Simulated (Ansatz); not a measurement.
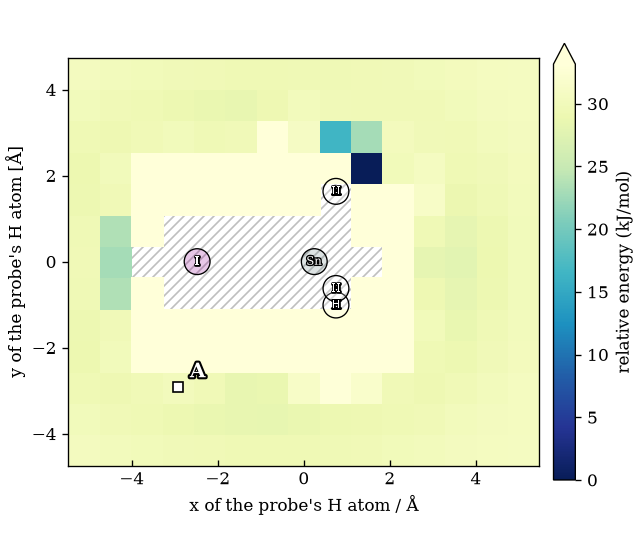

H₃ISn (SMILES [SnH3][I]) with the probe H. 
- The probe is moved over the molecule's main plane.
- Coordinates scanned: (1) x of the probe's H atom; (2) y of the probe's H atom.
- Nothing is relaxed (molecule and probe rigid).
- The scan uses a 15 × 13 grid. At 21 points there is no value (left out of the scan, as a rule where atoms come close).
- Energies are in kJ/mol, from the lowest grid point.
- Energies and slopes of some neighbouring points disagree (a jump in structure or state, or too coarse a mesh).
- All numbers below come from Ansatz, UKS PBE-D4/def2-SVP.

In the figure: one coloured cell a grid point, labelled circles for the molecule's atoms, projected on the plane, one colour for all values above the top of the scale, hatched blanks where no value was computed, the point A.

Is A at rest? If not, where is it pushed?

Answer. A, at x of the probe's H atom = −2.92 Å, y of the probe's H atom = −2.92 Å, is not a stationary point. The computed force is 0.047 eV/Å in the plane, pointing down in the picture (components −0.001 and −0.047 eV/Å).
